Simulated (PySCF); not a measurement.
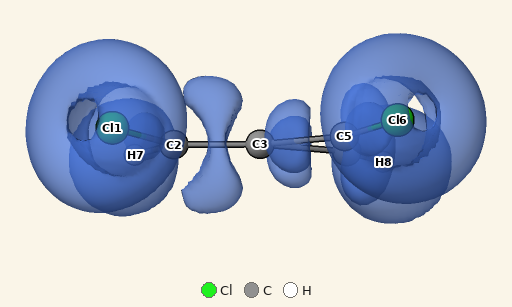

Figure. C₄H₂Cl₂ (SMILES Cl/C=C1C=C/1Cl). Isosurface of the ELF at 0.8 (blue), seen from one side. Core shells and regions of very low density are left out.

Geometry: GFN2-xTB.

Method: PySCF 2.14.0, PBE0/pcSseg-1, SCF density, gas phase, non-relativistic.

```xyz
8

Cl    2.3300    1.3835    0.2655
C     1.4440   -0.1148    0.2361
C     0.1411   -0.1366    0.3541
C    -1.1494   -0.8198    0.4212
C    -1.1503    0.5029    0.5180
Cl   -1.9950    1.9258    0.6960
H     2.0610   -0.9874    0.1162
H    -1.6723   -1.7441    0.4031
```

Identify the bonds, lone pairs and shells in this picture.

At this value the surface marks out four regions between bonded C–C atoms (shared pairs), two regions between bonded C–Cl atoms (shared pairs), two regions around hydrogen nuclei and two rings or bowls of non-bonding electrons around Cl. Profiles from the grid: C–C (1.31 Å): the ELF peaks at about 0.90 between the atoms; a multiple bond. C–Cl (1.66 Å): the ELF peaks at about 0.90 between the atoms, as expected for a covalent bond.
